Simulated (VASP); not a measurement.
Band structure of FeMoO$_{3}$ (space group Pm-3m). Level of theory: PBEsol GGA, VASP's PBE PAW potentials (set 64) (plane waves; VASP 6.6.1).

The moments were started parallel, and other spin orders were not tried in this run.

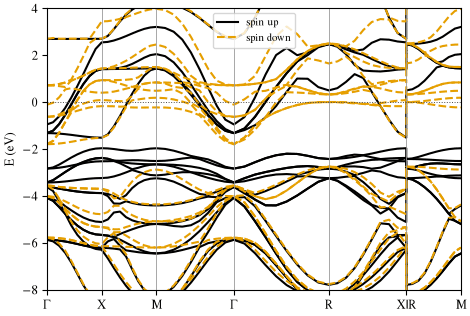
Figure: Bands along high-symmetry lines, zero at the valence-band maximum or, without a gap, the Fermi level

Question: Read the plot: is there a gap, and where are the band edges?

Answer: It has no gap at this level: it comes out as a metal or semimetal.

The structure was generated: FeMoO3 was put into an ordered model structure, which need not be its known phase. The cell was not relaxed at this level. The k-mesh is coarse (spacing up to 0.33 per Å, 2π included), so the numbers may not be converged in it.
